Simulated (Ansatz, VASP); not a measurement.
# GaN in two plane-wave programs

Wanted: the spread between two codes on one cell, functional and k mesh. The cell is taken from a series of VASP runs on this material, whose earlier steps may have relaxed, scaled or displaced it; both programs get it as it stands. Other levels of theory on this material are compared in a session of their own. Valence electrons are named where the data sets of a main pair hold unlike numbers.

Calculated with Ansatz 0.2.0; plane waves, with VASP 6.6.1 beside it; band structure at r2SCAN, band structure at r2SCAN, spin-orbit coupling and single point at LDA.

### Step 1. Set-up

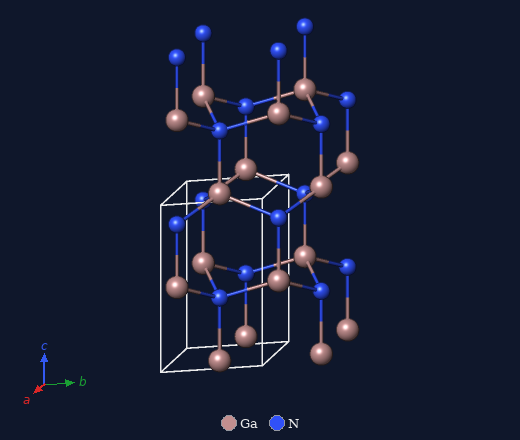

The cell as given, slightly off an axis (gallium pink, nitrogen blue). 2×2×2 cells are drawn.

### Step 2. Ansatz: band structure, r2SCAN

Ansatz runs on its default PAW (the set named soft_2) files.

Levels along a path test the potential and the projectors away from the mesh points.

Contents of input.yaml:

```yaml
crystal:
  lattice:
    - [3.1972, 0.0, 0.0]
    - [-1.5986, 2.768856421, 0.0]
    - [0.0, 0.0, 5.207]
  atoms:
    - { symbol: Ga, position: [0.3333333333, 0.6666666667, 0.0916875968] }
    - { symbol: Ga, position: [0.6666666667, 0.3333333333, 0.5916875968] }
    - { symbol: "N", position: [0.3333333333, 0.6666666667, 0.4683124032] }
    - { symbol: "N", position: [0.6666666667, 0.3333333333, 0.9683124032] }
hamiltonian:
  xc: r2scan
  pseudopotentials: { kind: paw }
kpoints:
  mp_grid: { grid: [8, 8, 4] }
  band_path:
    path:
      - [0.0, 0.0, 0.0]
      - [0.16667, 0.0, 0.0]
      - [0.33333, 0.0, 0.0]
      - [0.5, 0.0, 0.0]
      - [0.46296, 0.07407, 0.0]
      - [0.40741, 0.18519, 0.0]
      - [0.35185, 0.2963, 0.0]
      - [0.2963, 0.2963, 0.0]
      - [0.18519, 0.18519, 0.0]
      - [0.07407, 0.07407, 0.0]
      - [0.0, 0.0, 0.0]
      - [0.0, 0.0, 0.16667]
      - [0.0, 0.0, 0.33333]
      - [0.0, 0.0, 0.5]
      - [0.11111, 0.0, 0.5]
      - [0.33333, 0.0, 0.5]
      - [0.5, 0.0, 0.5]
      - [0.46296, 0.07407, 0.5]
      - [0.40741, 0.18519, 0.5]
      - [0.35185, 0.2963, 0.5]
      - [0.2963, 0.2963, 0.5]
      - [0.18519, 0.18519, 0.5]
      - [0.07407, 0.07407, 0.5]
      - [0.5, 0.0, 0.5]
      - [0.5, 0.0, 0.33333]
      - [0.5, 0.0, 0.16667]
      - [0.5, 0.0, 0.0]
      - [0.33333, 0.33333, 0.11111]
      - [0.33333, 0.33333, 0.27778]
      - [0.33333, 0.33333, 0.5]
    npoints: 1
scf:
  occupations: { method: gaussian, width: 0.03 }
  n_extra_bands: 8
output:
  forces: true
  stress: true
  eigenvalues: true
  write_density: true
  write_potential: true
  elf: true
  volumetric_format: npy
```

Launch:

```sh
> ansatz run input.yaml --threads 2 --pin off --max-ram 4608MiB --backend cpu --events-out ev --progress --plain --runs-dir out
```

Numbers of over 12 decimals in the logs are rounded to 6 here.

The program printed:

```text
scf.n_extra_bands = 8 over 18 filled bands (N_el = 36.0): the run solves 26 bands
Engine: ansatz 0.2.0, aarch64-unknown-linux-gnu
Pseudopotentials: kind: paw
Pseudopotential: Ga, paw, valence charge 13, recommended cutoff 500 eV (meta_gga), Ga.paw.azcp
Pseudopotential: N, paw, valence charge 5, recommended cutoff 500 eV (meta_gga), N.paw.azcp
Functional definition: r2SCAN
  parameter k0 = 0.174
  parameter k1 = 0.065
  parameter a1 = 4.9479
  exchange = r2scan_x(k0 = k0, k1 = k1, a1 = a1)
  correlation = r2scan_c
Crystal: 4 atoms, lattice volume = 46.095 Å³
Basis set: ecut = 500 eV, 1141 PW (Γ), exchange–correlation on 96×96×160 points (64 copies of the dense FFT grid, shifted against one another)
Bands: 26, of which v1, the nominal top of the filled ones, is band 18 counted from 1 (17 counted from 0)
Symmetry: 12 space group operations
Space group: P63mc (ITA 186), of the structure as read, at distance tolerance 3.6e-5 Å
k-points: 30 of 256 (time reversal used)
Non-local potential: Ga, projectors of the file, l = 0: 2, l = 1: 2, l = 2: 3, l = 3: 1
Non-local potential: N, projectors of the file, l = 0: 2, l = 1: 2, l = 2: 1
PAW form: soft (Blöchl's): semilocal exchange-correlation on the pseudo side does not see the compensation charge
PAW frozen core: Ga, regenerated for the run's functional (the file was generated under x = pbe(κ = 0.804, μ = 0.219515), c = pbe(β = 0.066725))
PAW frozen core: N, regenerated for the run's functional (the file was generated under x = pbe(κ = 0.804, μ = 0.219515), c = pbe(β = 0.066725))
PAW one-centre angular grid: Ga, 590 points (default); XC on 160 Gauss nodes
PAW one-centre angular grid: N, 302 points (default); XC on 160 Gauss nodes
Initial density: superposition of atomic densities (neutral atoms: chi_scale 0, normalization atom), corrected by the library's trained network
Initial wavefunctions: pseudopotential atomic-orbital guess
Functional: x = r2scan, c = r2scan; τ floored in thin density (d = 2e-4 eV/Å³)
SCF iter   1: F=—  HF=-8352.708645 eV  |F-HF|=—  |Δ(HF+E_count)|=         —  Δρ=1.24e-2  dr2=2.66e-2  dr2_τ=1.84e-1  ethr=1.77e-3  ⟨swp⟩=5.4  Hψ=3161  notcnv=0  defer=13
preconditioner: auto → Resta (q_TF=auto, 2.618 Å⁻¹)  ε∞=3.7  [insulator: Δε(μ)=2.218 eV  Ē_g=19.848 eV  σ=0.030 eV  W_gap=1.00  n_scr=22 (ndim 8)  ℏωp=32.8 eV  f_vac=0.010  D(μ)=0.00/eV (n_scr^D=0)  ε∞_Penn≈3.7]
SCF iter   2: F=—  HF=-8352.769449 eV  |F-HF|=—  |Δ(HF+E_count)|=   6.08e-2  Δρ=5.73e-3  dr2=9.18e-3  dr2_τ=3.06e-4  ethr=7.40e-5  ⟨swp⟩=2.1  Hψ=1724  notcnv=0  defer=81
SCF iter   3: F=—  HF=-8352.768973 eV  |F-HF|=—  |Δ(HF+E_count)|=   4.76e-4  Δρ=3.60e-3  dr2=2.46e-3  dr2_τ=9.13e-5  ethr=2.55e-5  ⟨swp⟩=3.0  Hψ=1334  notcnv=0  defer=81
SCF iter   4: F=—  HF=-8352.769017 eV  |F-HF|=—  |Δ(HF+E_count)|=   4.35e-5  Δρ=2.68e-4  dr2=1.87e-5  dr2_τ=1.07e-5  ethr=6.84e-6  ⟨swp⟩=2.2  Hψ=1004  notcnv=0  defer=81
SCF iter   5: F=—  HF=-8352.769035 eV  |F-HF|=—  |Δ(HF+E_count)|=   1.85e-5  Δρ=1.35e-4  dr2=3.86e-6  dr2_τ=4.76e-7  ethr=5.19e-8  ⟨swp⟩=2.0  Hψ=1226  notcnv=0  defer=81
SCF iter   6: F=—  HF=-8352.769040 eV  |F-HF|=—  |Δ(HF+E_count)|=   4.63e-6  Δρ=4.67e-5  dr2=1.01e-6  dr2_τ=4.59e-8  ethr=1.07e-8  ⟨swp⟩=2.7  Hψ=1239  notcnv=0  defer=81
SCF iter   7: F=-8352.769040 eV  HF=-8352.769040 eV  |F-HF|=5.71e-8  |Δ(HF+E_count)|=   1.22e-7  Δρ=1.45e-5  dr2=9.41e-8  dr2_τ=7.81e-9  ethr=2.78e-10  ⟨swp⟩=10.0  Hψ=5136  notcnv=0
SCF 1 converged in 7 iterations: F = -8352.769040 eV  dr2 = 9.41e-8
  greatest PAW one-centre occupation: 0.995 electrons in one spin orbital (limit 2), on the Ga atom at site 1 (counted from 0), in its partial waves of l = 2
NSCF: frozen V_eff on 30 k-points
SCF converged after 7 iterations
Free energy (F): -8352.769040 eV
Harris-Foulkes:  -8352.769040 eV  (|F-HF|=5.71e-8)
Internal energy: -8352.769040 eV  (E = F + TS)
E sigma→0 (E₀):  -8352.769040 eV
Fermi energy:    10.414264 eV
--- Per-component energies (eV) ---
  E_band       = -36.143096
  E_kinetic    = 493.223501
  E_local      = -3924.854619  (includes V_loc(G=0)·N_el)
  E_nonlocal   = 952.894202
  E_hartree    = 1809.370092
  E_xc         = -243.111860
  E_vxc        = -286.663659  (∫ρ·V_xc dr)
  E_paw        = -4274.851825  (= ΣΔE_a)
  E_vpaw       = -905.151483  (= ΣTr[D̂ρ^β])
  E_aug_tail   = -0.000050  (compensation charges beyond the density's cutoff)
  E_vtau       = 15.662538  (kinetic-family band-sum trace: ∫τ·v_τ [+ j·A + Jᵃ·Aᵃ] dr)
  E_ewald      = -3164.073212
  E_core_change = -1.365269  (= ΣΔE_core)
  E_smearing   = -0.000000  (= −TS)
  E_closure    = 0.000000  (closes the sum)
  Σ components = -8352.769040   (vs F -8352.769040, Δ=0.00e0)
--- Forces (eV/Å), atoms counted from 1 ---
  atom   1  Ga     0.00000000    -0.00000000    -0.01048989
  atom   2  Ga     0.00000000     0.00000000    -0.01048989
  atom   3  N     -0.00000000    -0.00000000     0.01050099
  atom   4  N      0.00000000     0.00000000     0.01050099
  max |Σ_I F_I| component: 2.22e-5 eV/Å
--- Stress (GPa, compression-positive) ---
       -2.574496       0.000000      -0.000000
       -0.000000      -2.574496      -0.000000
        0.000000       0.000000      -2.522372
  P = ⅓ Tr σ = -2.5571 GPa (-25.571 kbar)
--- Band table (eV; the first three rows and the last of 30) ---
  k-point 0: bands = [... 14 lower, 8.2349, 9.2486, 9.2860, 9.2860, 11.5422, 14.0299, 19.1721, 19.8046, ... 4 higher]
  k-point 1: bands = [... 14 lower, 8.3823, 8.3823, 9.1257, 9.1257, 12.7595, 14.1311, 18.7557, 19.4830, ... 4 higher]
  k-point 2: bands = [... 14 lower, 8.7475, 8.7475, 8.7475, 8.7475, 13.9751, 13.9751, 18.4054, 18.4054, ... 4 higher]
  k-point 29: bands = [... 14 lower, 5.3469, 5.3469, 7.7511, 7.7511, 15.8282, 15.8282, 17.5564, 17.5564, ... 4 higher]
```

Run time: 15 s. Hardware: 2 threads of Arm Neoverse V1, shared host; peak memory 0.43 GiB; 15 s of CPU time.

In the SCF lines HF is the Harris–Foulkes energy and dr2 the Hartree energy of the density residual, in eV; the loop may stop once dr2 is under the threshold and the program's other checks hold. Hψ counts applications of the Hamiltonian.

### Step 3. VASP: band structure, r2SCAN

The same cell, functional, mesh and smearing now go to VASP, with its own data sets.

Lines of VASP's logs that name or quote its potential files are left out, and so is its time.

Contents of INCAR:

```
SYSTEM = GaN
PREC = Accurate
ENCUT = 460
EDIFF = 1E-06
NELM = 100
ISMEAR = 0
SIGMA = 0.03
LREAL = .FALSE.
ALGO = Normal
METAGGA = R2SCAN
LASPH = .TRUE.
NBANDS = 32
LORBIT = 11
LWAVE = .FALSE.
LCHARG = .FALSE.
KPAR = 8
```

Contents of POSCAR:

```
GaN
1.0
    3.1972000000      0.0000000000      0.0000000000
   -1.5986000000      2.7688564210      0.0000000000
    0.0000000000      0.0000000000      5.2070000000
Ga N
2 2
Direct
    0.3333333333      0.6666666667      0.0916875968
    0.6666666667      0.3333333333      0.5916875968
    0.3333333333      0.6666666667      0.4683124032
    0.6666666667      0.3333333333      0.9683124032
```

Contents of KPOINTS:

```
Automatic mesh
0
Gamma
8 8 4
0 0 0
```

Contents of KPOINTS_OPT:

```
Line mode
10
Line-mode
Reciprocal
  0.00000000   0.00000000   0.00000000 GAMMA
  0.50000000   0.00000000   0.00000000 M

  0.50000000   0.00000000   0.00000000 M
  0.33333333   0.33333333   0.00000000 K

  0.33333333   0.33333333   0.00000000 K
  0.00000000   0.00000000   0.00000000 GAMMA

  0.00000000   0.00000000   0.00000000 GAMMA
  0.00000000   0.00000000   0.50000000 A

  0.00000000   0.00000000   0.50000000 A
  0.50000000   0.00000000   0.50000000 L

  0.50000000   0.00000000   0.50000000 L
  0.33333333   0.33333333   0.50000000 H

  0.33333333   0.33333333   0.50000000 H
  0.00000000   0.00000000   0.50000000 A

  0.50000000   0.00000000   0.50000000 L
  0.50000000   0.00000000   0.00000000 M

  0.33333333   0.33333333   0.00000000 K
  0.33333333   0.33333333   0.50000000 H
```

Potentials, in the order of the species: Ga_d and N (PBE family, release 64).

Launch:

```sh
> mpirun -np 8 vasp_std
```

The program printed:

```text
[banner, memory and clock lines left out]
running    8 mpi-ranks, on    1 nodes
 distrk:  each k-point on    1 cores,    8 groups
 distr:  one band on    1 cores,    1 groups

 POSCAR found type information on POSCAR GaN
 POSCAR found :  2 types and       4 ions
|                                                                             |
|           W    W    AA    RRRRR   N    N  II  N    N   GGGG   !!!           |
|           W    W   A  A   R    R  NN   N  II  NN   N  G    G  !!!           |
|           W    W  A    A  R    R  N N  N  II  N N  N  G       !!!           |
|           W WW W  AAAAAA  RRRRR   N  N N  II  N  N N  G  GGG   !            |
|           WW  WW  A    A  R   R   N   NN  II  N   NN  G    G                |
|           W    W  A    A  R    R  N    N  II  N    N   GGGG   !!!           |
|                                                                             |
|     For optimal performance we recommend to set                             |
|       NCORE = 2 up to number-of-cores-per-socket                            |
|     NCORE specifies how many cores store one orbital (NPAR=cpu/NCORE).      |
|     This setting can greatly improve the performance of VASP for DFT.       |
|     The default, NCORE=1 might be grossly inefficient on modern             |
|     multi-core architectures or massively parallel machines. Do your        |
|     Unfortunately you need to use the default for GW and RPA                |
|     calculations (for HF NCORE is supported but not extensively tested      |
|     yet).                                                                   |
|                                                                             |

|                                                                             |
|               ----> ADVICE to this user running VASP <----                  |
|                                                                             |
|     You enforced a specific xc type in the INCAR file but a different       |
|     [... a line on the potential file left out ...]
|     I HOPE YOU KNOW WHAT YOU ARE DOING!                                     |
|                                                                             |

 LDA part: xc-table for (None), standard interpolation
 POSCAR, INCAR and KPOINTS ok, starting setup
 FFT: planning ... GRIDC
 FFT: planning ... GRID_SOFT
 FFT: planning ... GRID
 WAVECAR not read
 entering main loop
       N       E                     dE             d eps       ncg     rms          rms(c)
DAV:   1     0.267481024111E+03    0.26748E+03   -0.15336E+04  2376   0.197E+03
DAV:   2    -0.135545651203E+02   -0.28104E+03   -0.25740E+03  1952   0.482E+02
DAV:   3    -0.524312902936E+02   -0.38877E+02   -0.38298E+02  2248   0.125E+02
DAV:   4    -0.535971802090E+02   -0.11659E+01   -0.11647E+01  2216   0.245E+01
DAV:   5    -0.536163150366E+02   -0.19135E-01   -0.19134E-01  2312   0.312E+00    0.101E+01
DAV:   6    -0.436029997521E+02    0.10013E+02   -0.50285E+00  3128   0.403E+01    0.304E+00
DAV:   7    -0.437950328752E+02   -0.19203E+00   -0.14198E+00  2016   0.770E+00    0.265E+00
DAV:   8    -0.438156017509E+02   -0.20569E-01   -0.50704E-02  2888   0.373E+00    0.703E-01
DAV:   9    -0.438159518595E+02   -0.35011E-03   -0.24905E-02  2552   0.185E+00    0.164E-01
DAV:  10    -0.438160818845E+02   -0.13003E-03   -0.24293E-03  2528   0.363E-01    0.550E-02
DAV:  11    -0.438162338000E+02   -0.15192E-03   -0.23531E-04  2392   0.142E-01    0.187E-02
DAV:  12    -0.438162261835E+02    0.76164E-05   -0.46870E-05  2304   0.757E-02    0.101E-02
DAV:  13    -0.438162224590E+02    0.37246E-05   -0.58218E-06  2280   0.139E-02    0.104E-02
DAV:  14    -0.438162226977E+02   -0.23871E-06   -0.81123E-07  1664   0.822E-03
   1 F= -.43816223E+02 E0= -.43816223E+02  d E =-.636059E-19
 Start KPOINTS_OPT (optional k-point list driver)
k-point batch [1-30\90]
       N       E                     dE             ncg
DAV:   1     0.372632409865E+04   -0.24828E+05     2384
DAV:   2    -0.454826813207E+04   -0.82746E+04     1960
DAV:   3    -0.566873777885E+04   -0.11205E+04     2232
DAV:   4    -0.570149069325E+04   -0.32753E+02     2168
DAV:   5    -0.570198339434E+04   -0.49270E+00     2360
DAV:   6    -0.570200389071E+04   -0.20496E-01     2624
DAV:   7    -0.570200436772E+04   -0.47700E-03     2496
DAV:   8    -0.570200437673E+04   -0.90111E-05     1792
DAV:   9    -0.570200437712E+04   -0.39132E-06     1600
[...]
k-point batch [61-90\90]
       N       E                     dE             ncg
DAV:   1     0.378595145091E+04   -0.33887E+05     2360
DAV:   2    -0.458933204180E+04   -0.83753E+04     1944
DAV:   3    -0.575211247133E+04   -0.11628E+04     2256
DAV:   4    -0.578740284879E+04   -0.35290E+02     2272
DAV:   5    -0.578791203150E+04   -0.50918E+00     2248
DAV:   6    -0.578793170863E+04   -0.19677E-01     2744
DAV:   7    -0.578793216539E+04   -0.45676E-03     2392
DAV:   8    -0.578793217338E+04   -0.79947E-05     1904
DAV:   9    -0.578793217386E+04   -0.47765E-06     1456
```

OUTCAR, selected parts (step 3):

```text
ion  position               nearest neighbor table
   1  0.333  0.667  0.092-   4 1.95   4 1.95   4 1.95   3 1.96
   2  0.667  0.333  0.592-   3 1.95   3 1.95   3 1.95   4 1.96
   3  0.333  0.667  0.468-   2 1.95   2 1.95   2 1.95   1 1.96
   4  0.667  0.333  0.968-   1 1.95   1 1.95   1 1.95   2 1.96

  LATTYP: Found a hexagonal cell.
 ALAT       =     3.1972000000
 C/A-ratio  =     1.6286125360

 Subroutine GETGRP returns: Found 12 space group operations
 (whereof  6 operations were pure point group operations)

The static configuration has the point symmetry C_3v.
 The point group associated with its full space group is C_6v.

 Found     30 irreducible k-points:

   k-points           NKPTS =     30   k-points in BZ     NKDIM =     30   number of bands    NBANDS=     32

   dimension x,y,z NGX =    24 NGY =   24 NGZ =   36
   dimension x,y,z NGXF=    48 NGYF=   48 NGZF=   72

   ENCUT  =  460.0 eV  33.81 Ry    5.81 a.u.   5.59  5.59  9.11*2*pi/ulx,y,z

   NELECT =      36.0000    total number of electrons

 k-points in reciprocal lattice and weights: Automatic mesh
   0.00000000  0.00000000  0.00000000       0.004
   0.12500000  0.00000000  0.00000000       0.023
   0.25000000  0.00000000  0.00000000       0.023
   0.37500000  0.00000000  0.00000000       0.023
   0.50000000  0.00000000  0.00000000       0.012
   0.12500000  0.12500000  0.00000000       0.023
   0.25000000  0.12500000  0.00000000       0.047
   0.37500000  0.12500000  0.00000000       0.047
   0.25000000  0.25000000  0.00000000       0.023
[...]
0.25000000  0.25000000  0.50000000       0.023
   0.37500000  0.25000000  0.50000000       0.023

 average (electrostatic) potential at core
       1 -68.3812       2 -68.3812       3 -65.0389       4 -65.0389

 E-fermi :   5.1366

 k-point     1 :       0.0000    0.0000    0.0000
  band No.  band energies     occupation
    ...
     14       3.9095      2.00000
     15       3.9095      2.00000
     16       4.9215      2.00000
     17       4.9584      2.00000
     18       4.9584      2.00000
     19       7.2079      0.00000
     20       9.6827      0.00000
     21      14.8425      0.00000
     22      15.4670      0.00000
     23      15.4671      0.00000
    ...

 k-point     2 :       0.1250    0.0000    0.0000
  band No.  band energies     occupation
    ...
     14       2.8513      2.00000
     15       3.5939      2.00000
     16       3.7981      2.00000
     17       4.7638      2.00000
     18       4.8179      2.00000
     19       8.2652      0.00000
     20      10.5597      0.00000
     21      14.1968      0.00000
     22      14.7286      0.00000
     23      15.8597      0.00000
    ...

 k-point     3 :       0.2500    0.0000    0.0000
  band No.  band energies     occupation
    ...
     14       0.9298      2.00000
     15       2.0453      2.00000
     16       2.9437      2.00000
     17       4.2472      2.00000
     18       4.4552      2.00000
     19       9.6585      0.00000
     20      11.4033      0.00000
     21      12.8697      0.00000
     22      14.0922      0.00000
     23      15.7961      0.00000
    ...

  Total       -0.6649919     -0.6649919     -0.6568721      0.0000000      0.0000000      0.0000000
  in kB      -23.1136828    -23.1136828    -22.8314546      0.0000000      0.0000000      0.0000000
  external PRESSURE =     -23.0196067 kB  Pullay stress =       0.0000000 kB

  energy-cutoff  :      460.00
  volume of cell :       46.10
      direct lattice vectors                 reciprocal lattice vectors
     3.197200000  0.000000000  0.000000000     0.312773677  0.180579967  0.000000000
    -1.598600000  2.768856421  0.000000000     0.000000000  0.361159933  0.000000000
     0.000000000  0.000000000  5.207000000     0.000000000  0.000000000  0.192049165

 POSITION                                       TOTAL-FORCE (eV/Angst)
 -----------------------------------------------------------------------------------
     -0.00000      1.84590      0.47742         0.000000      0.000000     -0.004534
      1.59860      0.92295      3.08092        -0.000000      0.000000     -0.004534
     -0.00000      1.84590      2.43850         0.000000      0.000000      0.004534
      1.59860      0.92295      5.04200         0.000000     -0.000000      0.004534
 -----------------------------------------------------------------------------------
    total drift:                                0.000002      0.000004      0.024457

  FREE ENERGIE OF THE ION-ELECTRON SYSTEM (eV)
  ---------------------------------------------------
  free  energy   TOTEN  =       -43.8162226977 eV

  energy  without entropy=      -43.8162226977  energy(sigma->0) =      -43.81622270

 total charge
# of ion       s       p       d       tot
------------------------------------------
    1        0.752   0.866  10.186  11.804
    2        0.752   0.866  10.186  11.804
    3        1.236   2.521   0.000   3.757
    4        1.236   2.521   0.000   3.757
--------------------------------------------------
tot          3.977   6.774  20.372  31.123

[... 3 further parts left out ...]
```

The run ends at a pressure of -2.30 GPa, with forces up to 0.0045 eV/Å.

(Part 1 of 3 ends here.)

[Lines on the potential files, build, host, timing and source positions are cut from VASP's logs without a mark.]

[Logs are printed without paths, hosts, clocks, repeated set-up lines and the standing remarks that a program may print on its own settings, such as how far it seeks lower states.]

[Hosts, paths, dates, database ids (printed as entryN), source tags and the programs' standing remarks are cut or masked in the printed files.]
